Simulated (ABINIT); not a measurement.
# Converging GW for Be3N2 (P6_3/mmc) in ABINIT, part 2 of 2

Wanted: a converged G0W0 gap of Be3N2 (P6_3/mmc), or an estimate of the limit.

ABINIT 10.8.3; PBEsol and many-body steps on it, plane waves. Known limits of the many-body steps: not at the basis limit.

So far. Step 3 (Screening, 6×6×2 mesh, 110 bands, screening to 93.3 eV): Local fields lower ε∞ by 6 %. Step 4 (110 bands, 93.3 eV): The gap on the mesh goes from 3.25 eV to 4.52 eV, a correction of +1.27 eV.

## Step 6: 156 bands, 123.5 eV

This step: G0W0 on PBEsol, plane waves, norm-conserving pseudopotentials.

The input, run.abi:

```
acell 3*1.0 Angstrom
rprim 
  2.841679226310 0.000000000023 0.000000000000
  -1.420839613175 2.460966399380 0.000000000000
  0.000000000000 0.000000000000 9.746841010000
ntypat 2
znucl 4 7
natom 10
typat 1 1 1 1 1 1 2 2 2 2
xred 
  0.333333333333 0.666666666667 0.078485970000
  0.666666666667 0.333333333333 0.578485970000
  0.666666666667 0.333333333333 0.921514030000
  0.333333333333 0.666666666667 0.421514030000
  0.000000000000 0.000000000000 0.250000000000
  0.000000000000 0.000000000000 0.750000000000
  0.000000000000 0.000000000000 0.000000000000
  0.000000000000 0.000000000000 0.500000000000
  0.333333333333 0.666666666667 0.250000000000
  0.666666666667 0.333333333333 0.750000000000
pp_dirpath "pseudos"
pseudos "Be.upf, N.upf"
ecut 38
ngkpt 6 6 2
nshiftk 1
shiftk 0 0 0
kptopt 1
chksymbreak 0
istwfk *1
occopt 1
irdwfk 1
optdriver 4
nband 156
gwcalctyp 0
ecutsigx 38
symsigma 1
nkptgw 4
kptgw 
  0.0000000000 0.0000000000 0.0000000000
  0.5000000000 0.0000000000 0.0000000000
  0.0000000000 0.0000000000 0.5000000000
  0.5000000000 0.0000000000 0.5000000000
bdgw 
  21 24
  21 24
  19 24
  21 24
ecuteps 4.54
irdscr 1
ppmodel 1
indata_prefix "in"
outdata_prefix "out"
tmpdata_prefix "tmp"
```

On the command line:

```bash
> OMP_NUM_THREADS=1 mpirun -n 4 abinit run.abi > log
```

Numbers of over 12 decimals in the logs are rounded to 6 here.

Output:

```text
.Version 10.8.3 of ABINIT. v10.8.2 released Aug 2026.

 Symmetries : space group P6_3/m m c (#194); Bravais hP (primitive hexag.)
[... echo of the input left out ...]
== DATASET  1 ==================================================================
-   mpi_nproc: 4, omp_nthreads: 1 (-1 if OMP is not activated)

--- !DatasetInfo
iteration_state: {dtset: 1, }
dimensions: {natom: 10, nkpt: 14, mband: 156, nsppol: 1, nspinor: 1, nspden: 1, mpw: 5176, }
cutoff_energies: {ecut:  38.0, pawecutdg:  -1.0, }
electrons: {nelect:   4.40000000E+01, charge:   0.00000000E+00, occopt:   1.00000000E+00, tsmear:   1.00000000E-02, }

 SIGMA: Calculation of the GW corrections

 Based on a program developped by R.W. Godby, V. Olevano, G. Onida, and L. Reining.
 Incorporated in ABINIT by V. Olevano, G.-M. Rignanese, and M. Torrent.
.Using double precision arithmetic ; gwpc =  8

[... cell and pseudopotentials left out ...]
--------------------------------------------------------------------------------

 ==== K-mesh for the wavefunctions ====
 Number of points in the irreducible wedge :    14
[... list of points left out ...]
 Together with 24 symmetry operations and time-reversal symmetry
 yields    72 points in the full Brillouin Zone.

 ==== Q-mesh for screening function ====
 Number of points in the irreducible wedge :    14
[... list of points left out ...]
 Together with 24 symmetry operations and time-reversal symmetry
 yields    72 points in the full Brillouin Zone.

 vcoul_init : cutoff-mode = AUXILIARY_FUNCTION
 q-points for optical limit:   1
     1)      0.000010    0.000020    0.000030
 setmesh: FFT mesh size selected  =    25x   25x  108
          total number of points  =        67500

 Number of electrons calculated from density =   44.0000; Expected =   44.0000
[...]
matrix elements of self-energy operator (all in [eV])

 Perturbative Calculation

--- !SelfEnergy_ee
iteration_state: {dtset: 1, }
kpoint     : [   0.000,    0.000,    0.000, ]
spin       : 1
KS_gap     :    6.089
QP_gap     :    7.642
Delta_QP_KS:    1.553
data: !SigmaeeData |
     Band     E0 <VxcDFT>   SigX SigC(E0)      Z dSigC/dE  Sig(E)    E-E0       E
       21   5.713 -17.572 -21.452   3.204   0.811  -0.233 -18.120  -0.548   5.165
       22   5.713 -17.572 -21.452   3.204   0.811  -0.233 -18.120  -0.548   5.165
       23  11.803 -13.767  -8.238  -4.313   0.827  -0.210 -12.762   1.005  12.807
[...]
--- !SelfEnergy_ee
iteration_state: {dtset: 1, }
kpoint     : [   0.500,    0.000,    0.000, ]
spin       : 1
KS_gap     :    4.645
QP_gap     :    6.195
Delta_QP_KS:    1.550
data: !SigmaeeData |
     Band     E0 <VxcDFT>   SigX SigC(E0)      Z dSigC/dE  Sig(E)    E-E0       E
[...]
--- !SelfEnergy_ee
iteration_state: {dtset: 1, }
kpoint     : [   0.000,    0.000,    0.500, ]
spin       : 1
KS_gap     :    6.933
QP_gap     :    8.650
Delta_QP_KS:    1.717
data: !SigmaeeData |
     Band     E0 <VxcDFT>   SigX SigC(E0)      Z dSigC/dE  Sig(E)    E-E0       E
[...]
--- !SelfEnergy_ee
iteration_state: {dtset: 1, }
kpoint     : [   0.500,    0.000,    0.500, ]
spin       : 1
KS_gap     :    6.152
QP_gap     :    7.857
Delta_QP_KS:    1.705
data: !SigmaeeData |
     Band     E0 <VxcDFT>   SigX SigC(E0)      Z dSigC/dE  Sig(E)    E-E0       E
[...]
23  10.127 -12.231  -7.320  -3.784   0.840  -0.191 -11.284   0.947  11.074
       24  10.127 -12.231  -7.320  -3.784   0.840  -0.191 -11.284   0.947  11.074

== END DATASET(S) ==============================================================
================================================================================

 -outvars: echo values of variables after computation  --------
           etotal      0.0000000000E+00
            nband         156
             nkpt          14
          spgroup         194
 [... the other variables as echoed above ...]

 Calculation completed.
```

Run time: 38 s. Hardware: 4 MPI ranks of Arm Neoverse V1, shared host; peak memory 1.5 GiB.

Numbers from this step:

```
G0W0 gap on the mesh                         : 4.641 eV
starting gap on the mesh                     : 3.248 eV
k of the valence top                         : 0, 0, 0
k of the conduction bottom                   : 0.5, 0, 0
Z at the valence top                         : 0.811
Z at the conduction bottom                   : 0.846
least direct G0W0 gap on the computed points : 6.183 eV
```

Against G0W0 in ABINIT (6×6×2 mesh, 110 bands, screening to 93.3 eV, Godby-Needs plasmon pole), the gap moves by +0.126 eV.

## Step 7: Screening, 6×6×2 mesh, 229 bands, screening to 164.9 eV

This step: RPA screening on PBEsol, plane waves, norm-conserving pseudopotentials.

Edit run.abi of step 6 so:

```diff
@@ -31,21 +31,8 @@
 irdwfk 1
-optdriver 4
-nband 156
-gwcalctyp 0
-ecutsigx 38
-symsigma 1
-nkptgw 4
-kptgw 
-  0.0000000000 0.0000000000 0.0000000000
-  0.5000000000 0.0000000000 0.0000000000
-  0.0000000000 0.0000000000 0.5000000000
-  0.5000000000 0.0000000000 0.5000000000
-bdgw 
-  21 24
-  21 24
-  19 24
-  21 24
-ecuteps 4.54
-irdscr 1
-ppmodel 1
+optdriver 3
+nband 229
+ecuteps 6.06
+inclvkb 2
+awtr 1
+symchi 1
 indata_prefix "in"
```

Output:

```text
.Version 10.8.3 of ABINIT. v10.8.2 released Aug 2026.

 Symmetries : space group P6_3/m m c (#194); Bravais hP (primitive hexag.)
[... echo of the input left out ...]
== DATASET  1 ==================================================================
-   mpi_nproc: 4, omp_nthreads: 1 (-1 if OMP is not activated)

--- !DatasetInfo
iteration_state: {dtset: 1, }
dimensions: {natom: 10, nkpt: 14, mband: 229, nsppol: 1, nspinor: 1, nspden: 1, mpw: 5176, }
cutoff_energies: {ecut:  38.0, pawecutdg:  -1.0, }
[...]
--------------------------------------------------------------------------------
[... chi0 elements left out ...]
 For q-point:  0.000010 0.000020 0.000030
  dielectric constant =   4.4300
  dielectric constant without local fields =   4.8095

  Average fulfillment of the sum rule on Im[epsilon] for q-point    1 :     85.73  [%]
[... wings left out ...]
  q-point number  2        q = ( 0.166667, 0.000000, 0.000000) [r.l.u.]
--------------------------------------------------------------------------------
[... chi0 elements left out ...]
  Average fulfillment of the sum rule on Im[epsilon] for q-point    2 :     87.63  [%]

 [... 12 further q-points ...]
```

Elapsed: 6.6 min, on 4 MPI ranks; peak memory 2.2 GiB; 26 min of CPU time.

This step gave:

| Property | Result |
| --- | --- |
| ε∞ with local fields, on this mesh, along the program's q direction | 4.43 |
| the same without local fields | 4.809 |
| plasma frequency | 29.83 eV |
| plane waves in the screening matrix | 303 |

## Step 8: 229 bands, 164.9 eV

This step: G0W0 on PBEsol, plane waves, norm-conserving pseudopotentials.

Edit run.abi of step 7 so:

```diff
@@ -31,8 +31,21 @@
 irdwfk 1
-optdriver 3
+optdriver 4
 nband 229
+gwcalctyp 0
+ecutsigx 38
+symsigma 1
+nkptgw 4
+kptgw 
+  0.0000000000 0.0000000000 0.0000000000
+  0.5000000000 0.0000000000 0.0000000000
+  0.0000000000 0.0000000000 0.5000000000
+  0.5000000000 0.0000000000 0.5000000000
+bdgw 
+  21 24
+  21 24
+  19 24
+  21 24
 ecuteps 6.06
-inclvkb 2
-awtr 1
-symchi 1
+irdscr 1
+ppmodel 1
 indata_prefix "in"
```

Output:

```text
.Version 10.8.3 of ABINIT. v10.8.2 released Aug 2026.

 Symmetries : space group P6_3/m m c (#194); Bravais hP (primitive hexag.)
[... echo of the input left out ...]
== DATASET  1 ==================================================================
-   mpi_nproc: 4, omp_nthreads: 1 (-1 if OMP is not activated)

--- !DatasetInfo
iteration_state: {dtset: 1, }
dimensions: {natom: 10, nkpt: 14, mband: 229, nsppol: 1, nspinor: 1, nspden: 1, mpw: 5176, }
cutoff_energies: {ecut:  38.0, pawecutdg:  -1.0, }
[...]
Band     E0 <VxcDFT>   SigX SigC(E0)      Z dSigC/dE  Sig(E)    E-E0       E
[...]
23  10.127 -12.231  -7.320  -3.914   0.839  -0.192 -11.395   0.837  10.964
       24  10.127 -12.231  -7.320  -3.914   0.839  -0.192 -11.395   0.837  10.964

== END DATASET(S) ==============================================================
================================================================================

 -outvars: echo values of variables after computation  --------
           etotal      0.0000000000E+00
            nband         229
             nkpt          14
          spgroup         194
 [... the other variables as echoed above ...]

 Calculation completed.
```

Wall time 96 s (4 MPI ranks); peak memory 2.1 GiB; 6.4 min of CPU time.

This step gave:

| Quantity | Value |
| --- | --- |
| G0W0 gap on the mesh | 4.729 eV |
| starting gap on the mesh | 3.248 eV |
| k of the valence top | 0, 0, 0 |
| k of the conduction bottom | 0.5, 0, 0 |
| least direct G0W0 gap on the computed points | 6.232 eV |

Against G0W0 in ABINIT (6×6×2 mesh, 156 bands, screening to 123.5 eV, Godby-Needs plasmon pole), the gap moves by +0.088 eV.

## Step 9: Screening, 6×6×2 mesh, 329 bands, screening to 214.4 eV

This step: RPA screening on PBEsol, plane waves, norm-conserving pseudopotentials.

Edit run.abi of step 8 so:

```diff
@@ -31,21 +31,8 @@
 irdwfk 1
-optdriver 4
-nband 229
-gwcalctyp 0
-ecutsigx 38
-symsigma 1
-nkptgw 4
-kptgw 
-  0.0000000000 0.0000000000 0.0000000000
-  0.5000000000 0.0000000000 0.0000000000
-  0.0000000000 0.0000000000 0.5000000000
-  0.5000000000 0.0000000000 0.5000000000
-bdgw 
-  21 24
-  21 24
-  19 24
-  21 24
-ecuteps 6.06
-irdscr 1
-ppmodel 1
+optdriver 3
+nband 329
+ecuteps 7.88
+inclvkb 2
+awtr 1
+symchi 1
 indata_prefix "in"
```

Output:

```text
.Version 10.8.3 of ABINIT. v10.8.2 released Aug 2026.

 Symmetries : space group P6_3/m m c (#194); Bravais hP (primitive hexag.)
[... echo of the input left out ...]
== DATASET  1 ==================================================================
-   mpi_nproc: 4, omp_nthreads: 1 (-1 if OMP is not activated)

--- !DatasetInfo
iteration_state: {dtset: 1, }
dimensions: {natom: 10, nkpt: 14, mband: 329, nsppol: 1, nspinor: 1, nspden: 1, mpw: 5176, }
cutoff_energies: {ecut:  38.0, pawecutdg:  -1.0, }
[...]
--------------------------------------------------------------------------------
[... chi0 elements left out ...]
 For q-point:  0.000010 0.000020 0.000030
  dielectric constant =   4.4228
  dielectric constant without local fields =   4.8110

  Average fulfillment of the sum rule on Im[epsilon] for q-point    1 :     91.85  [%]
[... wings left out ...]
  q-point number  2        q = ( 0.166667, 0.000000, 0.000000) [r.l.u.]
--------------------------------------------------------------------------------
[... chi0 elements left out ...]
  Average fulfillment of the sum rule on Im[epsilon] for q-point    2 :     93.45  [%]

 [... 12 further q-points ...]
```

Run time: 20 min. Hardware: 4 MPI ranks; peak memory 4.8 GiB; 82 min of CPU time.

This step gave:

```
ε∞ with local fields, on this mesh, along the program's q direction : 4.423
the same without local fields                                       : 4.811
plasma frequency                                                    : 29.83 eV
plane waves in the screening matrix                                 : 497
```

## Step 10: 329 bands, 214.4 eV

This step: G0W0 on PBEsol, plane waves, norm-conserving pseudopotentials.

Edit run.abi of step 9 so:

```diff
@@ -31,8 +31,21 @@
 irdwfk 1
-optdriver 3
+optdriver 4
 nband 329
+gwcalctyp 0
+ecutsigx 38
+symsigma 1
+nkptgw 4
+kptgw 
+  0.0000000000 0.0000000000 0.0000000000
+  0.5000000000 0.0000000000 0.0000000000
+  0.0000000000 0.0000000000 0.5000000000
+  0.5000000000 0.0000000000 0.5000000000
+bdgw 
+  21 24
+  21 24
+  19 24
+  21 24
 ecuteps 7.88
-inclvkb 2
-awtr 1
-symchi 1
+irdscr 1
+ppmodel 1
 indata_prefix "in"
```

Output:

```text
.Version 10.8.3 of ABINIT. v10.8.2 released Aug 2026.

 Symmetries : space group P6_3/m m c (#194); Bravais hP (primitive hexag.)
[... echo of the input left out ...]
== DATASET  1 ==================================================================
-   mpi_nproc: 4, omp_nthreads: 1 (-1 if OMP is not activated)

--- !DatasetInfo
iteration_state: {dtset: 1, }
dimensions: {natom: 10, nkpt: 14, mband: 329, nsppol: 1, nspinor: 1, nspden: 1, mpw: 5176, }
cutoff_energies: {ecut:  38.0, pawecutdg:  -1.0, }
[...]
Band     E0 <VxcDFT>   SigX SigC(E0)      Z dSigC/dE  Sig(E)    E-E0       E
[...]
23  10.127 -12.231  -7.320  -4.010   0.838  -0.193 -11.476   0.755  10.882
       24  10.127 -12.231  -7.320  -4.010   0.838  -0.193 -11.476   0.755  10.882

== END DATASET(S) ==============================================================
================================================================================

 -outvars: echo values of variables after computation  --------
           etotal      0.0000000000E+00
            nband         329
             nkpt          14
          spgroup         194
 [... the other variables as echoed above ...]

 Calculation completed.
```

The job ended after 5.7 min (4 MPI ranks; peak memory 4.8 GiB).

Numbers from this step:

| Quantity | Value |
| --- | --- |
| G0W0 gap on the mesh | 4.807 eV |
| starting gap on the mesh | 3.248 eV |
| k of the valence top | 0, 0, 0 |
| k of the conduction bottom | 0.5, 0, 0 |
| least direct G0W0 gap on the computed points | 6.292 eV |

Against G0W0 in ABINIT (6×6×2 mesh, 229 bands, screening to 164.9 eV, Godby-Needs plasmon pole), the gap moves by +0.078 eV.

## Step 11: Screening, 6×6×2 mesh, 467 bands, screening to 274.8 eV

This step: RPA screening on PBEsol, plane waves, norm-conserving pseudopotentials.

Edit run.abi of step 10 so:

```diff
@@ -31,21 +31,8 @@
 irdwfk 1
-optdriver 4
-nband 329
-gwcalctyp 0
-ecutsigx 38
-symsigma 1
-nkptgw 4
-kptgw 
-  0.0000000000 0.0000000000 0.0000000000
-  0.5000000000 0.0000000000 0.0000000000
-  0.0000000000 0.0000000000 0.5000000000
-  0.5000000000 0.0000000000 0.5000000000
-bdgw 
-  21 24
-  21 24
-  19 24
-  21 24
-ecuteps 7.88
-irdscr 1
-ppmodel 1
+optdriver 3
+nband 467
+ecuteps 10.1
+inclvkb 2
+awtr 1
+symchi 1
 indata_prefix "in"
```

Output:

```text
.Version 10.8.3 of ABINIT. v10.8.2 released Aug 2026.

 Symmetries : space group P6_3/m m c (#194); Bravais hP (primitive hexag.)
[... echo of the input left out ...]
== DATASET  1 ==================================================================
-   mpi_nproc: 4, omp_nthreads: 1 (-1 if OMP is not activated)

--- !DatasetInfo
iteration_state: {dtset: 1, }
dimensions: {natom: 10, nkpt: 14, mband: 467, nsppol: 1, nspinor: 1, nspden: 1, mpw: 5176, }
cutoff_energies: {ecut:  38.0, pawecutdg:  -1.0, }
[...]
--------------------------------------------------------------------------------
[... chi0 elements left out ...]
 For q-point:  0.000010 0.000020 0.000030
  dielectric constant =   4.4217
  dielectric constant without local fields =   4.8118

  Average fulfillment of the sum rule on Im[epsilon] for q-point    1 :     96.94  [%]
[... wings left out ...]
  q-point number  2        q = ( 0.166667, 0.000000, 0.000000) [r.l.u.]
--------------------------------------------------------------------------------
[... chi0 elements left out ...]
  Average fulfillment of the sum rule on Im[epsilon] for q-point    2 :     98.15  [%]

 [... 12 further q-points ...]
```

Wall time 35 min (4 MPI ranks); peak memory 4.8 GiB.

Numbers from this step:

```yaml
eps_infinity_with_local_fields_on_this_mesh_along_the_program_s_q_direction: 4.422
the_same_without_local_fields: 4.812
plasma_frequency: 29.83 eV
plane_waves_in_the_screening_matrix: 687
```

## Step 12: 467 bands, 274.8 eV

This step: G0W0 on PBEsol, plane waves, norm-conserving pseudopotentials.

Edit run.abi of step 11 so:

```diff
@@ -31,8 +31,21 @@
 irdwfk 1
-optdriver 3
+optdriver 4
 nband 467
+gwcalctyp 0
+ecutsigx 38
+symsigma 1
+nkptgw 4
+kptgw 
+  0.0000000000 0.0000000000 0.0000000000
+  0.5000000000 0.0000000000 0.0000000000
+  0.0000000000 0.0000000000 0.5000000000
+  0.5000000000 0.0000000000 0.5000000000
+bdgw 
+  21 24
+  21 24
+  19 24
+  21 24
 ecuteps 10.1
-inclvkb 2
-awtr 1
-symchi 1
+irdscr 1
+ppmodel 1
 indata_prefix "in"
```

Output:

```text
.Version 10.8.3 of ABINIT. v10.8.2 released Aug 2026.

 Symmetries : space group P6_3/m m c (#194); Bravais hP (primitive hexag.)
[... echo of the input left out ...]
== DATASET  1 ==================================================================
-   mpi_nproc: 4, omp_nthreads: 1 (-1 if OMP is not activated)

--- !DatasetInfo
iteration_state: {dtset: 1, }
dimensions: {natom: 10, nkpt: 14, mband: 467, nsppol: 1, nspinor: 1, nspden: 1, mpw: 5176, }
cutoff_energies: {ecut:  38.0, pawecutdg:  -1.0, }
[...]
Band     E0 <VxcDFT>   SigX SigC(E0)      Z dSigC/dE  Sig(E)    E-E0       E
[...]
23  10.127 -12.231  -7.320  -4.077   0.837  -0.194 -11.532   0.699  10.826
       24  10.127 -12.231  -7.320  -4.077   0.837  -0.194 -11.532   0.699  10.826

== END DATASET(S) ==============================================================
================================================================================

 -outvars: echo values of variables after computation  --------
           etotal      0.0000000000E+00
            nband         467
             nkpt          14
          spgroup         194
 [... the other variables as echoed above ...]

 Calculation completed.
```

Elapsed: 15 min, on 4 MPI ranks; peak memory 5.7 GiB; 58 min of CPU time.

This step gave:

```yaml
g0w0_gap_on_the_mesh: 4.868 eV
starting_gap_on_the_mesh: 3.248 eV
k_of_the_valence_top: 0, 0, 0
k_of_the_conduction_bottom: 0.5, 0, 0
least_direct_g0w0_gap_on_the_computed_points: 6.335 eV
```

Against G0W0 in ABINIT (6×6×2 mesh, 329 bands, screening to 214.4 eV, Godby-Needs plasmon pole), the gap moves by +0.061 eV.

## Step 13: Side by side

Times are wall times on 4 MPI ranks of Arm Neoverse V1, shared host, good to a factor of about two. A run's time includes the screening step that it read.

```csv
run,mesh,bands,screening cutoff (eV),DFT gap (eV),gap on the mesh (eV),direct (eV),ε∞ used,time
"110 bands, 93.3 eV",6×6×2,110,93.3,3.248,4.515,6.099,4.49,2.4 min
"156 bands, 123.5 eV",6×6×2,156,123.5,3.248,4.641,6.183,4.43,4.2 min
"229 bands, 164.9 eV",6×6×2,229,164.9,3.248,4.729,6.232,4.43,8.2 min
"329 bands, 214.4 eV",6×6×2,329,214.4,3.248,4.807,6.292,4.42,26 min
"467 bands, 274.8 eV",6×6×2,467,274.8,3.248,4.868,6.335,4.42,50 min
```

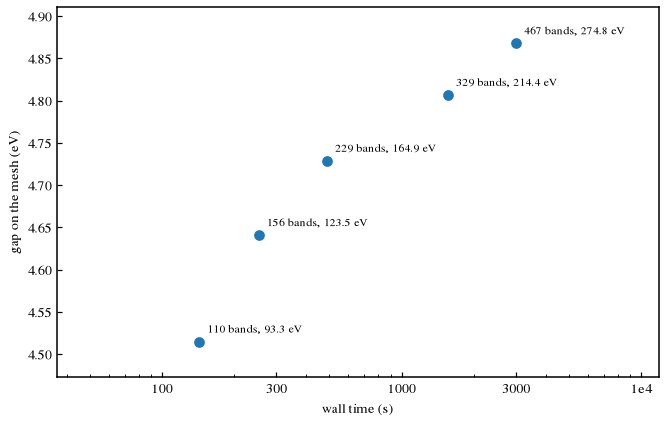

Result against wall time.

## Step 14: What came out

```json
{
 "110 bands, 93.3 eV": "4.515 eV",
 "156 bands, 123.5 eV": "4.641 eV",
 "229 bands, 164.9 eV": "4.729 eV",
 "329 bands, 214.4 eV": "4.807 eV",
 "467 bands, 274.8 eV": "4.868 eV",
 "known limits": "not at the basis limit"
}
```

From the first rung to the last the gap moves by +0.35 eV for 21 times the time.

[Paths, hosts, dates, memory and timing lines, banners, echoed tables and standing remarks are left out of the program output.]

[Logs are printed without paths, hosts, clocks, repeated set-up lines and the standing remarks that a program may print on its own settings, such as how far it seeks lower states.]

[Runs of the session that timed out or met a known fault of the program may be left out.]

[Hosts, paths, dates, database ids (printed as entryN), source tags and the programs' standing remarks are cut or masked in the printed files.]

[G0W0 gaps are taken among the corrected bands and points alone; a level outside them can change the order at an edge.]

[Where Ansatz stands beside ABINIT at settings called matched, ABINIT's density can come from a denser mesh and the files from another edition; pairs whose starting gaps differed by over 0.03 eV were left out, so agreement reads better than it is.]
